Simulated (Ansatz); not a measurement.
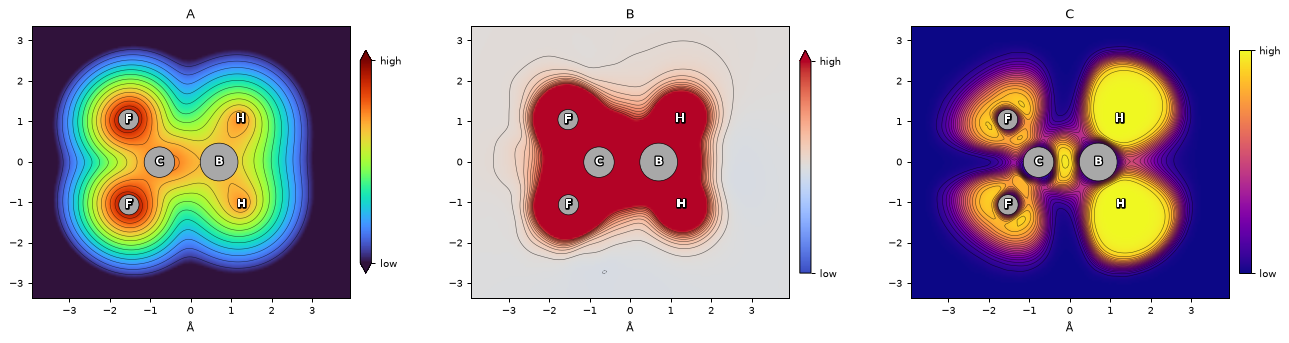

CH4BClF2Si: 3 fields on the plane of atoms F3, C2 and F4, with unlabelled colour scales. Grey discs cover the atomic cores.

Geometry: PBE0-D4/def2-TZVP.

These are results of Ansatz 0.2.0, RKS PBE0-D4/def2-TZVPP, not measurements.

> The panels show electron density, electron localisation function and electrostatic potential in some order. Assign them.

Panel A: electron density. Panel B: electrostatic potential (strongly positive close to the atoms and fading to about zero outside). Panel C: electron localisation function. From the grid: C–F (1.30 Å): ρ is about 2.7 e/Å³ halfway; the ELF peaks at about 0.85 between the atoms (a polar covalent bond). C–B (1.48 Å): the density is about 1.6 e/Å³ at the midpoint; the ELF peaks at about 0.95 between the atoms: localised, covalent bonding.
